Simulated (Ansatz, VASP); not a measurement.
# KHgClF2: VASP beside Ansatz, part 2 of 2

Aim: how closely do two programs agree when they are given the same cell, functional and k mesh? The cell is invented: As first built, before any earlier steps moved the atoms: it takes the KHgF3 structure with some of its atoms replaced by other elements, volume scaled by an estimate. It may not be a known or stable phase. The cell comes out of the VASP series on this material, whose earlier steps may have relaxed, scaled or displaced it; both programs get it as it stands.

VASP 6.6.1 and Ansatz 0.2.0.

So far. Step 2 (Ansatz: single point, PBE): The run ends at a pressure of -0.17 GPa. Step 3 (VASP: single point, PBE): The run ends at a pressure of -0.01 GPa.

## Step 5: VASP: band structure, PBE

Level of this step: PBE; plane waves and PAW (Hg, K_sv, Cl, F); invented cell (VASP).

Levels along a path test the potential and the projectors away from the mesh points.

Input file INCAR:

```
SYSTEM = KHgClF2
PREC = Accurate
ENCUT = 520
EDIFF = 1E-06
NELM = 100
ISMEAR = 0
SIGMA = 0.05
LREAL = .FALSE.
ALGO = Normal
GGA = PE
NBANDS = 36
LORBIT = 11
LWAVE = .FALSE.
LCHARG = .FALSE.
KPAR = 2
```

Input file POSCAR:

```
KHgClF2
1.0
    3.2693219246     -3.2736209496      0.0000000000
    3.2693219246      3.2736209496      0.0000000000
    0.0000000000      0.0000000000      5.3116904502
Hg K Cl F
1 1 1 2
Direct
    0.5000000000      0.5000000000      0.0000000000
    0.0000000000      0.0000000000      0.5000000000
    0.5000000000      0.5000000000      0.5000000000
    0.5000000000      0.0000000000      0.0000000000
    0.0000000000      0.5000000000      0.0000000000
```

Input file KPOINTS:

```
Automatic mesh
0
Gamma
4 4 4
0 0 0
```

Input file KPOINTS_OPT:

```
Line mode
16
Line-mode
Reciprocal
  0.00000000   0.00000000   0.00000000 GAMMA
  0.49934381   0.49934381   0.00000000 X

  0.49934381   0.49934381   0.00000000 X
  0.00000000   0.50000000   0.00000000 S

  0.00000000   0.50000000   0.00000000 S
  0.00000000   0.50000000   0.50000000 R

  0.00000000   0.50000000   0.50000000 R
  0.49934381   0.49934381   0.50000000 A

  0.49934381   0.49934381   0.50000000 A
  0.00000000   0.00000000   0.50000000 Z

  0.00000000   0.00000000   0.50000000 Z
  0.00000000   0.00000000   0.00000000 GAMMA

  0.00000000   0.00000000   0.00000000 GAMMA
 -0.50000000   0.50000000   0.00000000 Y

 -0.50000000   0.50000000   0.00000000 Y
 -0.49934381   0.50065619   0.00000000 X1

 -0.49934381   0.50065619   0.00000000 X1
 -0.49934381   0.50065619   0.50000000 A1

 -0.49934381   0.50065619   0.50000000 A1
 -0.50000000   0.50000000   0.50000000 T

 -0.50000000   0.50000000   0.50000000 T
 -0.50000000   0.50000000   0.00000000 Y

  0.00000000   0.00000000   0.50000000 Z
 -0.50000000   0.50000000   0.50000000 T
```

Potentials, in the order of the species: Hg, K_sv, Cl and F (PBE family, release 64).

Command:

```
> mpirun -np 2 vasp_std
```

Numbers of over 12 decimals in the logs are rounded to 6 here.

The program printed:

```text
[banner, memory and clock lines left out]
running    2 mpi-ranks, on    1 nodes
[...]
LDA part: xc-table for (Slater+PW92), standard interpolation
 POSCAR, INCAR and KPOINTS ok, starting setup
[...]
entering main loop
       N       E                     dE             d eps       ncg     rms          rms(c)
DAV:   1     0.332347044897E+03    0.33235E+03   -0.20436E+04  1512   0.108E+03
DAV:   2     0.491682955222E+01   -0.32743E+03   -0.31016E+03  1776   0.301E+02
DAV:   3    -0.166239902987E+02   -0.21541E+02   -0.21389E+02  2052   0.754E+01
DAV:   4    -0.173863510842E+02   -0.76236E+00   -0.76048E+00  2300   0.864E+00
[...]
DAV:  11    -0.148710293008E+02   -0.27348E-03   -0.24663E-04  1664   0.953E-02    0.672E-02
DAV:  12    -0.148711760068E+02   -0.14671E-03   -0.15173E-04  1628   0.790E-02    0.262E-02
DAV:  13    -0.148711765928E+02   -0.58602E-06   -0.96346E-06  1992   0.166E-02
   1 F= -.14871177E+02 E0= -.14871177E+02  d E =-.560271E-07
 Start KPOINTS_OPT (optional k-point list driver)
k-point batch [1-21\192]
       N       E                     dE             ncg
DAV:   1    -0.586323371019E+03   -0.17999E+05     1512
DAV:   2    -0.726336200460E+04   -0.66770E+04     1784
DAV:   3    -0.769948167969E+04   -0.43612E+03     2028
DAV:   4    -0.771489856836E+04   -0.15417E+02     2336
DAV:   5    -0.771503976586E+04   -0.14120E+00     1928
DAV:   6    -0.771504183048E+04   -0.20646E-02     2012
DAV:   7    -0.771504185812E+04   -0.27643E-04     2008
DAV:   8    -0.771504185867E+04   -0.54612E-06     1572
[...]
k-point batch [190-192\192]
       N       E                     dE             ncg
DAV:   1     0.185544101283E+05   -0.39345E+04      216
DAV:   2     0.175501203611E+05   -0.10043E+04      268
DAV:   3     0.174823679480E+05   -0.67752E+02      324
DAV:   4     0.174810870558E+05   -0.12809E+01      244
DAV:   5     0.174810541898E+05   -0.32866E-01      296
DAV:   6     0.174810534540E+05   -0.73587E-03      276
DAV:   7     0.174810534494E+05   -0.46105E-05      296
DAV:   8     0.174810534493E+05   -0.47829E-07      156
```

From OUTCAR (step 5):

```text
  Total        0.0085610     -0.0171035      0.0066503     -0.0000000      0.0000000      0.0000000
  in kB        0.1206383     -0.2410166      0.0937137     -0.0000000      0.0000000      0.0000000
  external PRESSURE =      -0.0088882 kB  Pullay stress =       0.0000000 kB

 POSITION                                       TOTAL-FORCE (eV/Angst)
 -----------------------------------------------------------------------------------
      3.26932      0.00000      0.00000        -0.000000     -0.000000      0.000000
      0.00000      0.00000      2.65585        -0.000000     -0.000000      0.000000
      3.26932      0.00000      2.65585         0.000000     -0.000000      0.000000
      1.63466     -1.63681      0.00000         0.000000      0.000000      0.000000
      1.63466      1.63681      0.00000        -0.000000      0.000000      0.000000
 -----------------------------------------------------------------------------------
    total drift:                                0.000000      0.000000     -0.000000

  FREE ENERGIE OF THE ION-ELECTRON SYSTEM (eV)
  ---------------------------------------------------
  free  energy   TOTEN  =       -14.8711765928 eV

  energy  without entropy=      -14.8711765368  energy(sigma->0) =      -14.87117656

[... 1 part as in an earlier step ...]

[... 2 further parts left out ...]
[key lines of the parts left out:]
E-fermi :  -0.7429
```

The run ends at a pressure of 0.00 GPa.

## Step 6: Ansatz: band structure, PBE

The same cell, functional, mesh and smearing now go to Ansatz, which takes its cutoff from its data sets.

The cell comes out of the VASP series on this material, whose earlier steps may have relaxed, scaled or displaced it; both programs get it as it stands.

Input file input.yaml:

```yaml
crystal:
  lattice:
    - [3.2693219246, -3.2736209496, 0.0]
    - [3.2693219246, 3.2736209496, 0.0]
    - [0.0, 0.0, 5.3116904502]
  atoms:
    - { symbol: Hg, position: [0.5, 0.5, 0.0] }
    - { symbol: K, position: [0.0, 0.0, 0.5] }
    - { symbol: Cl, position: [0.5, 0.5, 0.5] }
    - { symbol: F, position: [0.5, 0.0, 0.0] }
    - { symbol: F, position: [0.0, 0.5, 0.0] }
hamiltonian:
  xc: pbe
  pseudopotentials: { kind: paw }
kpoints:
  mp_grid: { grid: [4, 4, 4] }
  band_path:
    path:
      - [0.0, 0.0, 0.0]
      - [0.19974, 0.19974, 0.0]
      - [0.43276, 0.43276, 0.0]
      - [0.39948, 0.49948, 0.0]
      - [0.16645, 0.49978, 0.0]
      - [0.0, 0.5, 0.0]
      - [0.0, 0.5, 0.23333]
      - [0.0, 0.5, 0.46667]
      - [0.13316, 0.49983, 0.5]
      - [0.36619, 0.49952, 0.5]
      - [0.49934, 0.49934, 0.5]
      - [0.46605, 0.46605, 0.5]
      - [0.23303, 0.23303, 0.5]
      - [0.0, 0.0, 0.5]
      - [0.0, 0.0, 0.33333]
      - [0.0, 0.0, 0.1]
      - [-0.06667, 0.06667, 0.0]
      - [-0.3, 0.3, 0.0]
      - [-0.5, 0.5, 0.0]
      - [-0.49974, 0.50026, 0.0]
      - [-0.49943, 0.50057, 0.0]
      - [-0.49934, 0.50066, 0.1]
      - [-0.49934, 0.50066, 0.33333]
      - [-0.49934, 0.50066, 0.5]
      - [-0.49965, 0.50035, 0.5]
      - [-0.49996, 0.50004, 0.5]
      - [-0.5, 0.5, 0.36667]
      - [-0.5, 0.5, 0.13333]
      - [-0.03333, 0.03333, 0.5]
      - [-0.26667, 0.26667, 0.5]
      - [-0.5, 0.5, 0.5]
    npoints: 1
scf:
  occupations: { method: gaussian, width: 0.05 }
  n_extra_bands: 8
output:
  forces: true
  stress: true
  eigenvalues: true
```

Command:

```
> ansatz run input.yaml --threads 2 --pin off --max-ram 4608MiB --backend cpu --events-out ev --progress --plain --runs-dir out
```

The program printed:

```text
[...]
Crystal: 5 atoms, lattice volume = 113.697 Å³
Basis set: ecut = 420 eV, 2209 PW (Γ), exchange–correlation on 64×64×72 points (8 copies of the dense FFT grid, shifted against one another)
Bands: 33, of which v1, the nominal top of the filled ones, is band 25 counted from 1 (24 counted from 0)
Symmetry: 8 space group operations
[...]
k-points: 21 of 64
[...]
k-point 0: bands = [... 21 lower, 1.6268, 1.7990, 1.7995, 1.8116, 3.8773, 9.0123, 9.9142, 11.4246, ... 4 higher]
  k-point 1: bands = [... 21 lower, 1.6209, 1.6252, 1.8756, 1.8762, 5.1508, 9.2275, 10.0691, 11.5968, ... 4 higher]
  k-point 2: bands = [... 21 lower, 1.6175, 1.6219, 1.9560, 1.9566, 6.8111, 9.2399, 10.2345, 11.5281, ... 4 higher]
  k-point 20: bands = [... 21 lower, 2.0431, 2.0435, 3.5150, 3.5447, 9.0976, 9.4477, 9.4515, 10.6409, ... 4 higher]
[key lines of the parts left out:]
SCF converged after 6 iterations
Free energy (F): -18050.131446 eV
Fermi energy:    3.712797 eV
P = ⅓ Tr σ = -0.1723 GPa (-1.723 kbar)
```

The job ended after 3.8 s (2 threads of Intel Xeon Platinum 8488C (Sapphire Rapids), shared host; peak memory 0.45 GiB).

## Step 7: Comparison

The two programs side by side:

```csv
quantity,Ansatz,VASP,difference
pressure (GPa),-0.17,0.00,-0.17
gap over the path points (eV),0.333,0.316,+0.016
```

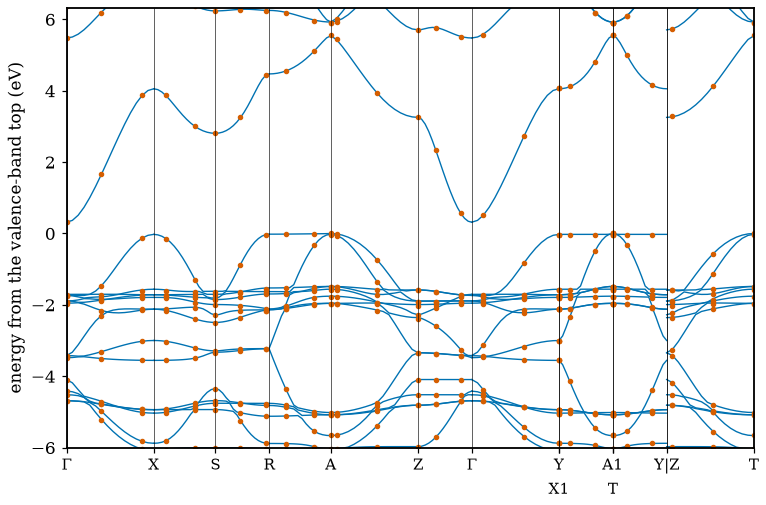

Bands from VASP (lines) and levels from Ansatz (dots). Dots without a line are higher empty bands that the VASP plot leaves out.

Levels at points of the path, from each program's valence-band top (eV; 4 filled, then empty):

| k (reciprocal lattice) | Ansatz | VASP |
| --- | --- | --- |
| 0.000 0.000 0.000 | -1.92 -1.75 -1.75 -1.73 0.33 5.47 6.37 | -1.89 -1.73 -1.73 -1.71 0.32 5.48 6.39 |
| 0.200 0.200 0.000 | -1.87 -1.79 -1.73 -1.48 1.67 6.19 7.14 | -1.85 -1.77 -1.70 -1.46 1.66 6.20 7.16 |
| 0.433 0.433 0.000 | -1.75 -1.74 -1.61 -0.14 3.88 7.03 7.82 | -1.73 -1.71 -1.58 -0.13 3.87 7.04 7.83 |
| 0.399 0.499 0.000 | -1.75 -1.74 -1.61 -0.15 3.87 6.98 7.93 | -1.73 -1.72 -1.58 -0.14 3.86 7.00 7.93 |
| 0.166 0.500 0.000 | -1.81 -1.73 -1.65 -1.29 3.01 6.37 7.87 | -1.78 -1.71 -1.63 -1.28 3.00 6.38 7.90 |
| 0.000 0.500 0.000 | -1.86 -1.83 -1.73 -1.64 2.81 6.23 7.67 | -1.85 -1.81 -1.70 -1.62 2.81 6.24 7.70 |
| 0.000 0.500 0.233 | -1.79 -1.66 -1.65 -0.87 3.26 6.27 7.77 | -1.78 -1.64 -1.62 -0.87 3.25 6.28 7.80 |
| 0.000 0.500 0.467 | -1.70 -1.65 -1.55 -0.03 4.44 6.23 7.19 | -1.70 -1.63 -1.53 -0.03 4.43 6.25 7.20 |
| 0.133 0.500 0.500 | -1.69 -1.66 -1.54 -0.02 4.56 6.18 7.15 | -1.68 -1.63 -1.52 -0.02 4.55 6.20 7.17 |
| 0.366 0.500 0.500 | -1.55 -1.51 -0.33 -0.01 5.13 5.96 6.44 | -1.54 -1.49 -0.33 -0.01 5.12 5.98 6.46 |

Among the levels compared (up to four filled and three empty ones at each point), filled levels agree within 31 meV and empty ones within 36 meV. Ansatz's pressure holds a Pulay correction of 0.23 GPa; VASP's holds none.

## Step 8: VASP: dielectric response, PBE

The response to a field tests empty states and converges slowly with the mesh.

Input file INCAR:

```
SYSTEM = KHgClF2
PREC = Accurate
ENCUT = 520
EDIFF = 1E-08
NELM = 100
ISMEAR = 0
SIGMA = 0.01
LREAL = .FALSE.
ALGO = Normal
GGA = PE
NBANDS = 27
LORBIT = 11
LWAVE = .FALSE.
LCHARG = .FALSE.
KPAR = 2
LEPSILON = .TRUE.
```

POSCAR is that of step 5.

Input file KPOINTS:

```
Automatic mesh
0
Gamma
5 5 4
0 0 0
```

Command:

```
> mpirun -np 2 vasp_std
```

The program printed:

```text
[... set-up lines as in an earlier step ...]
 entering main loop
       N       E                     dE             d eps       ncg     rms          rms(c)
DAV:   1     0.347239126281E+03    0.34724E+03   -0.21301E+04  1458   0.143E+03
DAV:   2     0.772921083292E+01   -0.33951E+03   -0.33114E+03  1737   0.375E+02
DAV:   3    -0.165592862054E+02   -0.24288E+02   -0.24188E+02  2011   0.994E+01
DAV:   4    -0.173809164191E+02   -0.82163E+00   -0.82036E+00  2297   0.123E+01
[...]
DAV:  15    -0.148714270970E+02    0.28631E-07   -0.43639E-07  1876   0.520E-03    0.140E-03
DAV:  16    -0.148714270775E+02    0.19499E-07   -0.52420E-08  1710   0.163E-03    0.570E-04
DAV:  17    -0.148714270741E+02    0.34970E-08   -0.61165E-09  1436   0.593E-04
   1 F= -.14871427E+02 E0= -.14871427E+02  d E =-.813016E-73
 Linear response reoptimize wavefunctions to high precision
DAV:   1    -0.148714270772E+02   -0.31650E-08   -0.19281E-09  1227   0.326E-04
DAV:   2    -0.148714270772E+02   -0.10914E-10   -0.19684E-10   972   0.933E-05
 Linear response G [H, r] |phi>, progress :
  Direction:   1
[...]
RMM:  14    -0.716209605041E+00   -0.28828E-06    0.46812E-06  2748   0.344E-04    0.252E-05
RMM:  15    -0.716209467856E+00    0.13719E-06    0.37849E-06  2590   0.279E-04    0.716E-06
 change of polarisation eV/A/(eV/A) component  2 :     0.007     1.347     0.054
 dielectric tensor                  component  2 :     0.012     3.144     0.086
 Linear response to external field, progress :
  Direction:   3
       N       E                     dE             d eps       ncg     rms          rms(c)
RMM:   1    -0.875913227311E+00   -0.87591E+00   -0.42452E+00  2715   0.378E+00
RMM:   2    -0.964754753454E+00   -0.88842E-01   -0.82567E-02  2606   0.822E-01    0.147E+00
RMM:   3    -0.937338036392E+00    0.27417E-01   -0.74255E-02  2434   0.107E+00    0.766E-01
RMM:   4    -0.953154823393E+00   -0.15817E-01   -0.25194E-02  2515   0.734E-01    0.255E-01
[...]
RMM:  15    -0.972312207901E+00    0.41924E-06   -0.37516E-07  2377   0.286E-04    0.182E-05
RMM:  16    -0.972312311657E+00   -0.10376E-06    0.25938E-07  2198   0.264E-04    0.136E-05
RMM:  17    -0.972312289787E+00    0.21870E-07   -0.64744E-08  1992   0.252E-04    0.457E-06
 change of polarisation eV/A/(eV/A) component  3 :    -0.209     0.053     1.853
 dielectric tensor                  component  3 :    -0.332     0.085     3.950
 Born effective charges drift removed
```

OUTCAR, selected parts (step 8):

```text
  Total        0.0016943     -0.0239944     -0.0016281      0.0000000      0.0000000      0.0000000
  in kB        0.0238749     -0.3381204     -0.0229426      0.0000000      0.0000000      0.0000000
  external PRESSURE =      -0.1123960 kB  Pullay stress =       0.0000000 kB

 POSITION                                       TOTAL-FORCE (eV/Angst)
 -----------------------------------------------------------------------------------
      3.26932      0.00000      0.00000        -0.000000     -0.000000      0.000000
      0.00000      0.00000      2.65585         0.000000     -0.000000      0.000000
      3.26932      0.00000      2.65585         0.000000      0.000000      0.000000
      1.63466     -1.63681      0.00000         0.000000     -0.000000      0.000000
      1.63466      1.63681      0.00000         0.000000     -0.000000      0.000000
 -----------------------------------------------------------------------------------
    total drift:                                0.000000      0.000000     -0.000000

 MACROSCOPIC STATIC DIELECTRIC TENSOR (including local field effects in DFT)
 ------------------------------------------------------
           3.142257     0.000000     0.000000
           0.000000     3.143708     0.000000
           0.000000     0.000000     3.949733
 ------------------------------------------------------

[... 1 part as in an earlier step ...]

[... 1 further part left out ...]
```

## Step 9: Ansatz: dielectric response, PBE

The same cell, functional and mesh now go to Ansatz, which takes its cutoff from its data sets.

The cell comes out of the VASP series on this material, whose earlier steps may have relaxed, scaled or displaced it; both programs get it as it stands.

input.yaml, the sections that differ from step 6:

```yaml
kpoints:
  mp_grid: { grid: [5, 5, 4] }
scf:
  occupations: { method: fixed }
dielectric:
  method: response
# crystal, hamiltonian: as in step 6
# output: removed
```

Command:

```
> ansatz run input.yaml --threads 2 --pin off --max-ram 4608MiB --backend cpu --events-out ev --progress --plain --runs-dir out
```

The program printed:

```text
[...]
Crystal: 5 atoms, lattice volume = 113.697 Å³
Basis set: ecut = 420 eV, 2209 PW (Γ), exchange–correlation on 64×64×72 points (8 copies of the dense FFT grid, shifted against one another)
Bands: 30, of which v1, the nominal top of the filled ones, is band 25 counted from 1 (24 counted from 0)
Symmetry: 8 space group operations
k-points: 51 of 100 (irreducible under 1 space group operation, time reversal used)
[...]
site 2:
[...]
site 3:
[...]
0.00000   -0.00000   -0.98000
    site 4:
        -1.56138    0.82959   -0.00000
         0.82811   -1.56214    0.00000
        -0.00000    0.00000   -0.98000
  Z* charge neutrality: 4.066e-3 e pre-enforcement
  solved inside a basis spanned on kpoints, on 8×8×6 k-points, its susceptibility summed on 8×8×8: ε∞ is read to err by 1.2e-2, Z* by 2.5e-2 e (field_mesh: kpoints solves on kpoints); Z* is corrected for what the basis lacks
[key lines of the parts left out:]
SCF converged after 9 iterations
Free energy (F): -18050.132016 eV
Fermi energy:    3.441866 eV
```

The job ended after 74 s (2 threads; peak memory 1.1 GiB).

## Step 10: Comparison

What differs besides the data sets and the points named for the pairs above, as far as they apply: VASP's response is taken on the typed mesh, Ansatz refines its own for the field response alone. Total energies have different zeros and are not compared.

The two programs side by side:

```
                                     quantity  Ansatz   VASP  difference
                                        ε∞ xx    3.15   3.14     +0.13 %
                                        ε∞ yy    3.15   3.14     +0.14 %
                                        ε∞ zz    3.94   3.95     -0.25 %
Born charge of Hg1 (mean of the diagonal) (e)    2.77   2.75       +0.02
 Born charge of K2 (mean of the diagonal) (e)    1.19   1.19        0.00
Born charge of Cl3 (mean of the diagonal) (e)   -1.22  -1.22        0.00
 Born charge of F4 (mean of the diagonal) (e)   -1.37  -1.36       -0.01
```

## Step 11: Outcome

```json
{
  "difference in gap on the k mesh (single point, PBE)": "0.016 eV",
  "difference in gap over the path points (band structure, PBE)": "0.016 eV",
  "difference in ε∞ zz (dielectric response, PBE)": "-0.25 %"
}
```

What this shows: The difference in gap on the k mesh is 0.016 eV (single point, PBE), within the 0.08 eV picked in this series as the mark of a large difference. Differences of this kind measure data sets and numerical settings, not the functional's error against experiment.

[Lines on the potential files, build, host, timing and source positions are cut from VASP's logs without a mark.]

[Logs are printed without paths, hosts, clocks, repeated set-up lines and the standing remarks that a program may print on its own settings, such as how far it seeks lower states.]

[Hosts, paths, dates, database ids (printed as entryN), source tags and the programs' standing remarks are cut or masked in the printed files.]
